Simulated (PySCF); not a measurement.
```yaml
atoms:
  - { symbol: C, position_ang: [2.8029, 0.5064, -0.6467] }
  - { symbol: S, position_ang: [2.9963, -1.1917, -0.0578] }
  - { symbol: C, position_ang: [1.3137, -1.4606, 0.5496] }
  - { symbol: P, position_ang: [0.1014, -0.9612, -0.7419] }
  - { symbol: O, position_ang: [0.3252, -1.5139, -2.0821] }
  - { symbol: C, position_ang: [-0.7597, 0.5702, -0.3420] }
  - { symbol: C, position_ang: [-0.8789, 2.0398, -0.3898] }
  - { symbol: C, position_ang: [-1.4913, -0.5159, -0.0214] }
  - { symbol: C, position_ang: [-2.8361, -0.8668, 0.4686] }
  - { symbol: H, position_ang: [2.5348, 1.1573, 0.1823] }
  - { symbol: H, position_ang: [3.7582, 0.8075, -1.0649] }
  - { symbol: H, position_ang: [2.0346, 0.5212, -1.4218] }
  - { symbol: H, position_ang: [1.1381, -0.9066, 1.4711] }
  - { symbol: H, position_ang: [1.2123, -2.5334, 0.7245] }
  - { symbol: H, position_ang: [-0.1070, 2.5117, 0.2185] }
  - { symbol: H, position_ang: [-1.8576, 2.3488, -0.0253] }
  - { symbol: H, position_ang: [-0.7545, 2.3891, -1.4148] }
  - { symbol: H, position_ang: [-3.3431, -1.4941, -0.2645] }
  - { symbol: H, position_ang: [-3.4250, 0.0342, 0.6376] }
  - { symbol: H, position_ang: [-2.7696, -1.4315, 1.3985] }
```

Geometry: GFN2-xTB.

These are results of PySCF 2.14.0, PBE0/pcSseg-1, SCF density, gas phase, non-relativistic, not measurements.

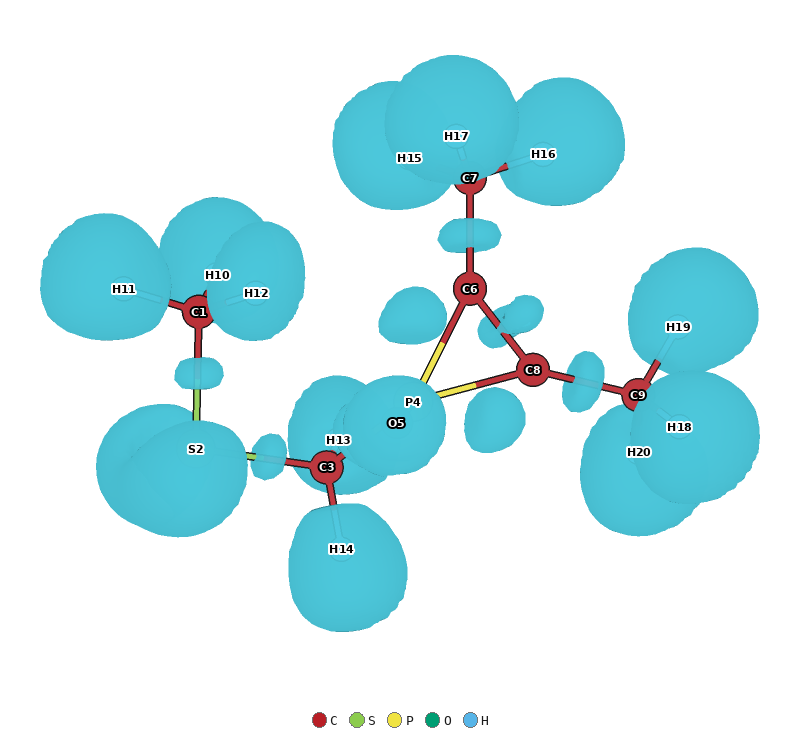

C6H11OPS (SMILES CSCP1(=O)C(C)=C1C). Isosurface of the ELF at 0.85 (cyan), seen across its widest extent. Only the valence region is drawn (cores and ρ < 0.01 e/Å³ removed).

What do the ELF domains correspond to?

Answer. The surface consists of three regions between bonded C–C atoms (shared pairs), three regions between bonded C–P atoms (shared pairs), two regions between bonded C–S atoms (shared pairs), eleven regions around hydrogen nuclei, one lobe on O, pointing away from the bonds (lone pairs, which may merge into one lobe) and one region wrapped around S (its lone pairs, merged into a ring or cap). Profiles from the grid: C–C (1.35 Å): the ELF peaks at about 0.90 between the atoms, as expected for a covalent bond. P–O (1.47 Å): the ELF peaks at about 0.80 between the atoms (a polar covalent bond).
